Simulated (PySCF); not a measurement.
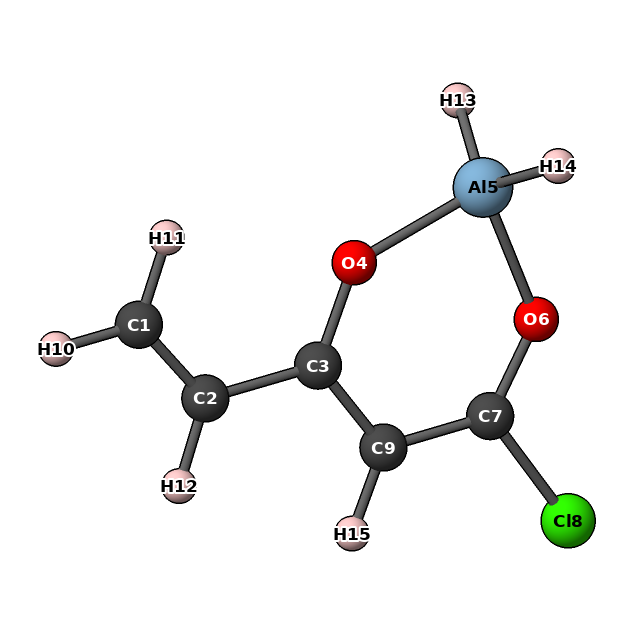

The questions are on isotropic NMR shieldings of the O atoms. Computed geometry: GFN2-xTB optimisation. No frequency run is at hand to confirm it as a minimum. Properties computed with GIAO PBE0/pcSseg-1 NMR shielding, non-relativistic, gas phase (PySCF 2.14.0).

List the isotropic NMR shieldings of the O atoms.

```csv
atom,σ (ppm)
O4,84.7
O6,18.5
```

The geometry is semi-empirical. Around Al such bond lengths and angles can be off by a tenth of an ångström or more and by several degrees, and values that hang on the shape move with them.
